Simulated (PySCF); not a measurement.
# C₄H₁₅BN₂ (SMILES [BH3-][N+](C)(C)CCN): what the fields show

The calculation's input:

```
{"job": {"kind": "uv", "xc": "wB97X-D", "basis": "def2-SVPD", "ip": true, "dynamic": true}, "charge": 0, "multiplicity": 1}
B     -2.013964    -1.020746     0.528474
N     -0.746724    -0.052984     0.140907
C     -0.901574     0.390575    -1.253152
C     -0.767875     1.121500     1.036307
C      0.489943    -0.860079     0.321558
C      1.771213    -0.358729    -0.323713
N      2.182949     0.954577     0.128333
H     -2.009652    -1.925710    -0.300746
H     -3.012576    -0.312913     0.458873
H     -1.794207    -1.421353     1.667310
H     -0.134857     1.134648    -1.515751
H     -1.901210     0.829459    -1.361534
H     -0.835197    -0.480314    -1.917442
H     -1.722915     1.642229     0.895936
H     -0.724789     0.766401     2.073728
H      0.080727     1.782494     0.815715
H      0.617918    -0.989153     1.406648
H      0.261325    -1.857012    -0.082364
H      2.520958    -1.159620    -0.148769
H      1.638026    -0.319809    -1.417034
H      3.009842     1.266701    -0.375330
H      2.435324     0.933399     1.115300
```

Run with:

```sh
OMP_NUM_THREADS=1 python probes_run.py task.json out
```

Geometry: PBE0-D3(BJ)/def2-SVP.

Theory: PySCF, wB97X-D/def2-SVPD, SCF density, gas phase.

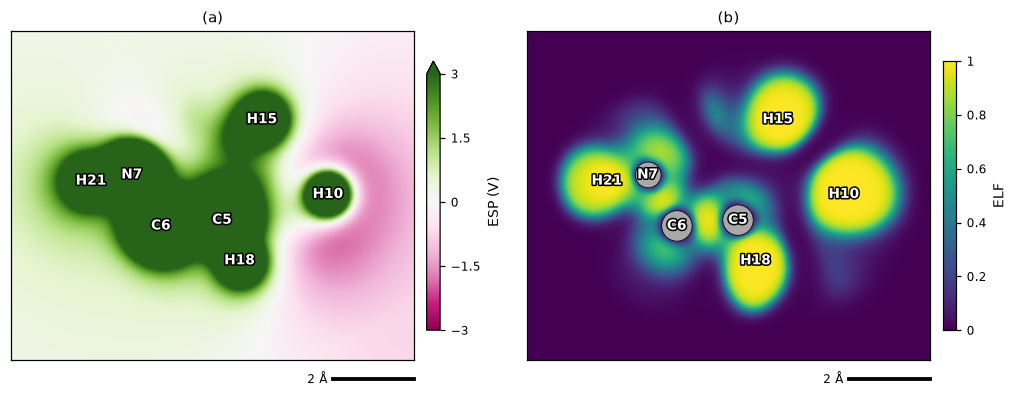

Figure 1. (a) electrostatic potential; (b) ELF on the plane of atoms C5, C6 and N7. Grey discs cover the atomic cores in the ELF map.

Question: Read the bonding off the picture.

Answer: Atoms in the plane: C, N and H. C–N (1.45 Å): the ELF peaks at about 0.95 between the atoms: a shared electron pair. C–C (1.52 Å): the ELF peaks at about 0.95 between the atoms (a shared electron pair). N–H (1.02 Å): the ELF climbs to about 1 towards the hydrogen, as it does in any bond to H (an ordinary covalent bond to hydrogen). C–H (1.10 Å): the ELF climbs to about 1 towards the hydrogen; a covalent bond by its length. Outside the dense part of the molecule the potential is most negative (−1.8 V) near H10.

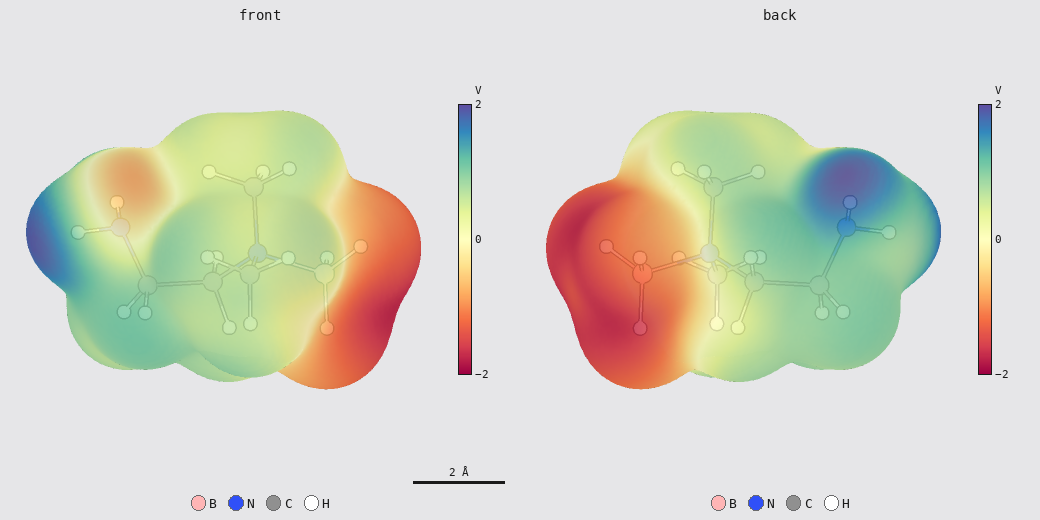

Figure 2. The electrostatic potential painted on the density surface at 0.002 e/bohr³, seen from the front and from behind; red is negative and blue positive.

Question: Which sites attract a positive test charge, and which a negative one?

Answer: A positive charge is drawn to the negative regions and a negative charge to the positive ones. The most negative region (about −1.7 V) lies over H9, the most positive (about +1.9 V) over H21 and H22.

Question: How polar is the molecule by this calculation?

Answer: Its dipole moment is 6.05 D.
